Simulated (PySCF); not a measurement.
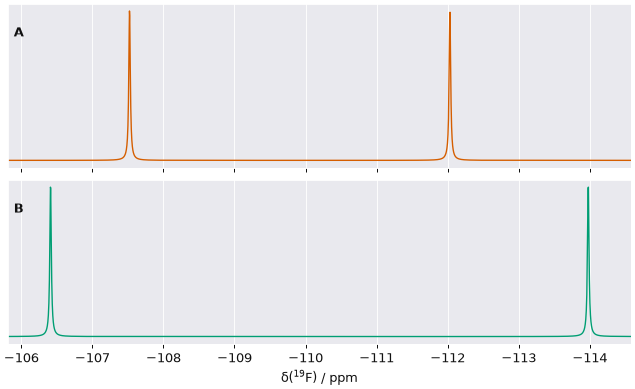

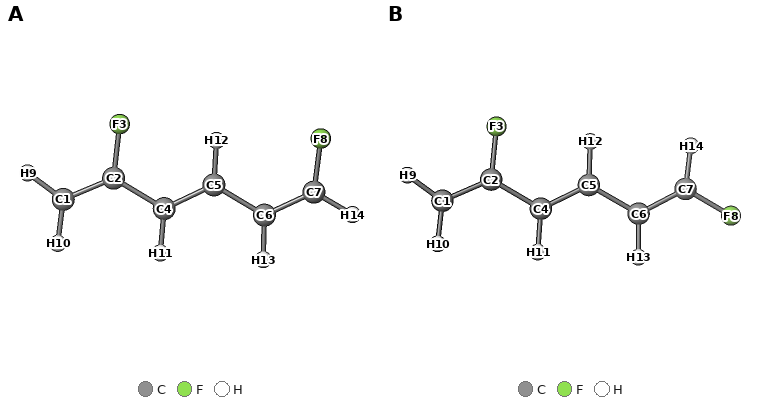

Related molecules: A is C₆H₆F₂, SMILES C=C(F)/C=C/C=C\F; B is C₆H₆F₂, SMILES C=C(F)/C=C/C=C/F. GIAO ¹⁹F shifts against CFCl₃ (¹⁹F: this reference is a hard case for the method, so all values can be off together by tens of ppm, and differences between signals are safer), PBE0/pcSseg-1 in PySCF, at a PBE0-D3(BJ)/def2-SVP geometry (no frequency check); fully decoupled, line heights follow the number of nuclei within a panel, widths are arbitrary (no quadrupolar broadening); values of one conformer, averaged over methyl-type rotors and exact or near symmetry; other conformers aren't averaged in.

Question: Assign the ¹⁹F signals of each molecule.

Answer: A: −107.5 (F8); −112.0 (F3)
B: −106.4 (F8); −114.0 (F3)
